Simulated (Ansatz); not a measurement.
Electronic density of states of amorphous Si$_{18}$Ba$_{6}$O$_{42}$, density 3.09 g/cm³, on a 2×2×2 Γ-centred mesh with a Gaussian width of 0.1 eV; energies count from the Fermi level, whose place inside the gap is arbitrary. Cell and mesh are small, so fine structure isn't converged. Computed with PBE, scalar-relativistic without spin-orbit coupling (plane waves to 420 eV, PAW; Ansatz, a quantum-chemistry and plane-wave program). Sampling: a 2×2×2 Γ-centred mesh; Fermi-Dirac width 0.02 eV; no spin polarisation. At PBE the levels at the filled edge of the gap are localised (band-tail or defect states), and the nearest spread-out levels lie 4.9 eV apart at the zone centre.

The cell was made by melting and quenching with the CHGNet potential and then relaxed with DFT. O atoms were pushed apart under 1.9 Å during the dynamics, to hinder bonds among them. The hot cell started wider than the set density and was brought back towards it in steps. It is the lowest in DFT energy of 2 quenches. It is a model cell: composition and starting density were chosen by hand, and all elements were melted together. No dispersion term was used. Its density started from a set value of 3.25 and ended at 3.09 g/cm³. The quench (nominally 240 K/ps over its main leg) was far faster than any real one, so the model tends to hold more defects than a real film. A cell of this size samples the disorder only roughly. Volume and shape were free in the relaxation.

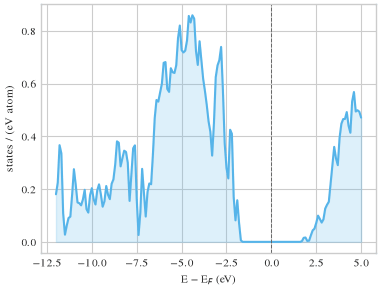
Figure: Density of states per atom

The level gap on this mesh is 3.75 eV; the broadening fills part of it in the curve.
